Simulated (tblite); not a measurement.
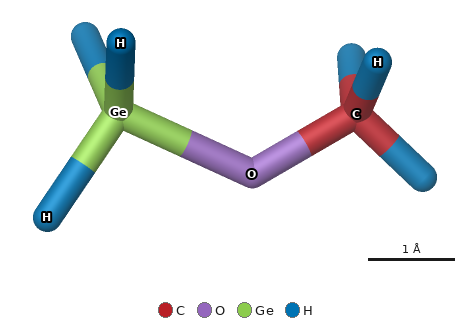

*The structure as given in the input (stick view, seen at a tilt). Sticks mark near contacts.*

Bond lengths as drawn: C–H 1.09 Å, C–O 1.41 Å, Ge–H 1.49 to 1.51 Å and Ge–O 1.75 Å.

**Molecular dynamics of CH₆GeO**

- system: CH₆GeO, SMILES C[O][GeH3]
- method: GFN2-xTB Langevin dynamics, gas phase (tblite 0.8.0)

### Output
```
t/fs     T/K      E/eV
    0.0   279.1   -304.54583
   25.0   187.2   -304.39972
   50.0   133.1   -304.37112
   75.0   105.7   -304.34537
  100.0   238.4   -304.42089
  125.0   257.2   -304.40161
  150.0   254.8   -304.36981
  175.0   287.8   -304.30664
  200.0   315.9   -304.43480
  225.0   288.6   -304.29923
  250.0   235.2   -304.28485
  275.0   339.8   -304.27308
  300.0   252.3   -304.22737
  325.0   271.4   -304.28391
  350.0   220.2   -304.26818
  375.0   293.8   -304.29773
  400.0   339.5   -304.36276
  425.0   252.0   -304.26781
  450.0   112.0   -304.10847
  475.0   198.9   -304.28539
  500.0   360.4   -304.33107
  525.0   297.0   -304.31704
  550.0   273.9   -304.27220
  575.0   248.4   -304.14658
  600.0   343.7   -304.36069
  625.0   225.9   -304.22810
  650.0   360.9   -304.43537
  675.0   349.9   -304.38492
  700.0   281.2   -304.28474
  725.0   317.9   -304.37555
  750.0   305.1   -304.35238
  775.0   394.8   -304.37253
  800.0   362.2   -304.32220
  825.0   274.5   -304.18235
  850.0   297.2   -304.25000
  875.0   242.2   -304.24511
  900.0   273.4   -304.28416
  925.0   223.1   -304.30205
  950.0   275.1   -304.32169
  975.0   326.2   -304.30332
 1000.0   254.1   -304.19272
```

### Trajectory as extended XYZ (Å, eV, eV/Å), 11 of the 41 frames kept, from step=0 to step=40
```
9
Properties=species:S:1:pos:R:3:forces:R:3 step=0 time_fs=0.0 energy=-304.54583 temperature=279.1
C     1.3816    0.0883    0.3245    0.0019   0.0010   0.0007
O     0.3132    0.3597   -0.5546    0.0036   0.0009  -0.0023
Ge   -1.3641   -0.0572   -0.2888   -0.0048   0.0009   0.0032
H     1.5033   -0.9854    0.4908   -0.0008   0.0017   0.0010
H     2.2880    0.4795   -0.1402   -0.0003  -0.0003  -0.0010
H     1.2403    0.5766    1.2923   -0.0001  -0.0022   0.0004
H    -1.5117   -1.5483   -0.1467    0.0000  -0.0014   0.0000
H    -1.9646    0.4819   -1.5359    0.0002   0.0002  -0.0005
H    -1.8725    0.6109    0.9606    0.0003  -0.0008  -0.0015
9
Properties=species:S:1:pos:R:3:forces:R:3 step=4 time_fs=100.0 energy=-304.42089 temperature=238.4
C     1.2027   -0.1279    0.6850   -0.7009  -0.3238   0.3950
O     0.2938    0.1463   -0.3755    0.3610  -0.2131   0.4598
Ge   -1.4254   -0.0497   -0.3594   -0.6607   0.3086  -1.3769
H     1.4361   -1.1992    0.8217   -0.1534   0.2647  -0.4196
H     2.1028    0.4124    0.4622    0.4627   0.2194  -0.0499
H     0.7951    0.2027    1.6532    0.1345   0.1224  -0.2043
H    -1.8683   -1.4803   -0.4581    0.1357  -0.1909  -0.0043
H    -1.8098    0.6941   -1.6907    0.3187  -0.4423   0.8454
H    -2.1671    0.5259    0.7940    0.1023   0.2549   0.3549
9
Properties=species:S:1:pos:R:3:forces:R:3 step=8 time_fs=200.0 energy=-304.43480 temperature=315.9
C     1.4319   -0.2913    0.7486    0.0655   0.9372  -0.8892
O     0.4603    0.2172   -0.2002    1.1438  -0.3331   0.6237
Ge   -1.1864   -0.2706   -0.3737    0.0376   0.2969  -0.1442
H     1.6933   -1.3305    0.5409   -0.4666  -0.0256   0.3930
H     2.3626    0.2710    0.5932   -0.1566   0.1131  -0.2354
H     1.1288   -0.0428    1.7627   -0.2063  -0.5900   0.0895
H    -1.2682   -1.6969   -0.7259   -0.0493  -0.5477  -0.0903
H    -1.5456    0.5953   -1.5244   -0.1092   0.0672   0.0821
H    -1.8770   -0.0251    0.9167   -0.2588   0.0818   0.1708
9
Properties=species:S:1:pos:R:3:forces:R:3 step=12 time_fs=300.0 energy=-304.22737 temperature=252.3
C     1.4585   -0.4711    0.6502   -0.1654  -0.5427  -0.4473
O     0.4901    0.3278   -0.0577    1.2772  -0.8551   0.9033
Ge   -1.0148   -0.4983   -0.3096   -0.2081  -0.9997   0.2545
H     1.4727   -1.4970    0.2465    0.1249   0.1620  -0.2563
H     2.4922   -0.1091    0.6155   -0.4913   0.4447  -0.1499
H     1.1447   -0.6297    1.6719    0.0222   0.3896   0.5081
H    -0.7238   -1.8331   -1.0720   -0.1718   0.6877   0.1838
H    -1.6107    0.6664   -0.9048   -0.7551   0.5141  -0.6801
H    -1.7505   -0.9340    0.9863    0.3674   0.1995  -0.3161
9
Properties=species:S:1:pos:R:3:forces:R:3 step=16 time_fs=400.0 energy=-304.36276 temperature=339.5
C     1.6508   -0.4974    0.5530   -0.1929   1.0183  -1.1896
O     0.4548    0.0268   -0.0426    0.0544   0.0800   0.7034
Ge   -1.0462   -0.7315   -0.5266   -0.0099  -0.0466  -0.7572
H     2.0224   -1.2970   -0.0696    0.3102  -0.2818  -0.2447
H     2.3563    0.3609    0.5245   -0.2583  -0.5936   0.1865
H     1.5441   -0.8810    1.5449   -0.3474   0.0337   0.6726
H    -0.5743   -1.8485   -1.4289   -0.1590  -0.2022   0.0669
H    -1.6970    0.3141   -1.4555    0.2972  -0.2571   0.6456
H    -1.9848   -1.2931    0.5449    0.3056   0.2494  -0.0836
9
Properties=species:S:1:pos:R:3:forces:R:3 step=20 time_fs=500.0 energy=-304.33107 temperature=360.4
C     1.4557   -0.3760    0.3795    0.3145  -0.4982  -0.5874
O     0.2083    0.0517   -0.0369   -1.4191   0.5016  -0.5691
Ge   -1.1915   -0.8039   -0.7089    0.0635   0.5139  -0.6620
H     1.9942   -0.9077   -0.4263   -0.0375   0.2314   0.2096
H     1.9941    0.5131    0.6714    0.3450   0.1832   0.1162
H     1.3487   -1.0472    1.2027    0.2192  -0.4834   0.7944
H    -0.7243   -2.1218   -1.2424    0.1586  -0.0639  -0.3206
H    -1.7394    0.2233   -1.7471    0.4004  -0.5822   0.5537
H    -2.3067   -1.1967    0.2058   -0.0446   0.1976   0.4652
9
Properties=species:S:1:pos:R:3:forces:R:3 step=24 time_fs=600.0 energy=-304.36069 temperature=343.7
C     0.9608   -0.4245    0.6510   -0.1448  -0.6855  -0.1563
O    -0.1398    0.1941    0.0224   -0.0037  -0.1174  -0.5228
Ge   -1.5286   -0.6430   -0.6795   -0.4633   1.1423   0.7255
H     1.8509   -0.3266    0.0027   -0.1977   0.2575   0.5394
H     1.0340    0.0524    1.6309    0.5347  -0.0607  -0.1546
H     0.8205   -1.5208    0.8055   -0.0646   0.5632  -0.0021
H    -1.1887   -1.6307   -1.7368    0.1015  -0.2189  -0.1574
H    -2.2856    0.6166   -1.2003    0.3530  -0.7990   0.2692
H    -2.1246   -1.2597    0.5929   -0.1151  -0.0813  -0.5409
9
Properties=species:S:1:pos:R:3:forces:R:3 step=28 time_fs=700.0 energy=-304.28474 temperature=281.2
C     0.6562   -0.1377    0.9802    0.1202  -0.1938  -0.4319
O    -0.2248    0.3625   -0.0656    1.6497   0.1588   1.1941
Ge   -1.6488   -0.4386   -0.5198   -0.7371  -0.3510  -0.3977
H     1.7257   -0.1686    0.5921   -1.3287  -0.3372   0.1815
H     0.6920    0.6052    1.7968   -0.3539  -0.4796  -0.1676
H     0.2889   -1.1650    1.3404    0.7977   1.4291  -0.3488
H    -1.2045   -1.8111   -0.9570   -0.1698  -0.1268  -0.0634
H    -2.0505    0.4418   -1.6908   -0.0908  -0.2693   0.4692
H    -2.5719   -0.6178    0.7018    0.1127   0.1699  -0.4354
9
Properties=species:S:1:pos:R:3:forces:R:3 step=32 time_fs=800.0 energy=-304.32220 temperature=362.2
C     0.3229    0.4513    1.0947   -1.3019   1.0253  -0.7194
O    -0.4767    0.5928   -0.1122   -0.0200  -0.0381   0.6824
Ge   -1.9739   -0.2405   -0.5524    0.4206   0.7219   0.6130
H     1.0575    1.2561    0.9153   -0.1582  -0.4585   0.8100
H    -0.2865    0.5497    2.0545    0.7489   0.1836  -1.2333
H     0.7595   -0.5178    1.0625    0.5847  -0.6727   0.2161
H    -1.6406   -1.6810   -0.4333   -0.2054  -0.3254  -0.1843
H    -2.2079    0.4245   -1.8574    0.0170  -0.2159  -0.1070
H    -2.9876    0.2065    0.4741   -0.0858  -0.2202  -0.0774
9
Properties=species:S:1:pos:R:3:forces:R:3 step=36 time_fs=900.0 energy=-304.28416 temperature=273.4
C    -0.3020    0.8824    1.1998    0.6231   1.1726  -0.6299
O    -0.5982    0.4443   -0.0973   -0.4093   0.0974  -1.2438
Ge   -2.0713   -0.3021   -0.7147   -0.5906   0.6450   0.5383
H    -0.7876    1.8843    1.4506    0.4540  -1.3140  -0.1758
H    -0.5490    0.0866    1.8514   -0.2935  -0.2904   1.2425
H     0.8010    1.0009    1.1626   -0.4711   0.1999   0.3991
H    -2.0006   -1.7610   -0.6123    0.1421  -0.6471   0.2011
H    -2.3064    0.0380   -2.1360    0.2994   0.2766  -0.2066
H    -3.2563    0.2145    0.1042    0.2459  -0.1401  -0.1247
9
Properties=species:S:1:pos:R:3:forces:R:3 step=40 time_fs=1000.0 energy=-304.19272 temperature=254.1
C    -0.6003    1.0435    1.1068   -1.1814  -0.4449   2.0883
O    -0.6990    0.5060   -0.1438    0.0164  -0.5874  -0.9697
Ge   -2.1028   -0.2189   -0.8832   -0.5720  -0.5284  -0.3649
H    -1.5841    1.0887    1.6256    0.0871   0.7460  -0.4697
H    -0.0916    0.4259    1.8271    0.9661  -0.8338   0.0434
H    -0.0852    1.9743    1.1169    0.0879   0.9605  -0.2892
H    -1.8395   -1.6123   -1.4486    0.2756   0.2546   0.2095
H    -2.3143    0.7117   -2.0220   -0.2095   0.0869  -0.1726
H    -3.3637   -0.4165   -0.0029    0.5298   0.3466  -0.0751
```

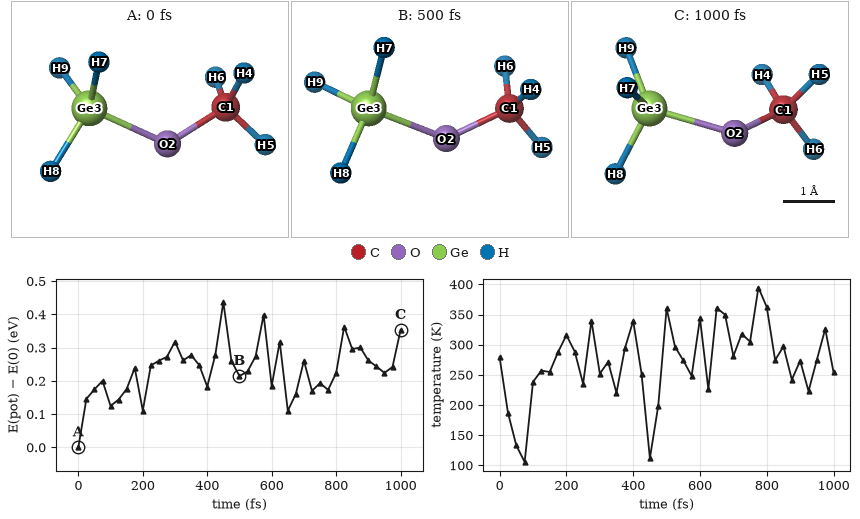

*Frames of the molecular dynamics (ball-and-stick, seen at a tilt) above the curves, on which the letters mark them.*

The trajectory kept here has 41 frames over 1000 fs. The temperature starts at 279 K, ranges from 106 to 395 K and averages 299 K over the second half. The potential energy ends 0.353 eV above its first value. After an unweighted best fit of the last frame on the first, the root-mean-square displacement is 1.02 Å, and H4 has moved furthest (1.73 Å).

This output came from the following input.

### The input
```
{"job": {"kind": "md", "xc": "GFN2-xTB", "basis": "xTB", "temperature": 300, "steps": 2000, "every": 50}, "charge": 0, "multiplicity": 1}
C      1.381618     0.088282     0.324519
O      0.313249     0.359684    -0.554632
Ge    -1.364090    -0.057238    -0.288832
H      1.503308    -0.985365     0.490777
H      2.287977     0.479517    -0.140191
H      1.240293     0.576633     1.292339
H     -1.511741    -1.548338    -0.146677
H     -1.964554     0.481928    -1.535880
H     -1.872500     0.610892     0.960637
```

The first line tells a small driver script what to run in tblite; the rest is the geometry in Å.

Launched with:
```bash
OMP_NUM_THREADS=1 python <driver script> task.json out
```

### Summary

| quantity | value |
| --- | --- |
| outcome | finished |
| mean temperature over the second half | 299 K |
| trajectory | 41 frames kept, 1000 fs |
| hardware | 1 CPU thread, shared host |
| wall time | 15 s |
| peak memory | 0.18 GiB |
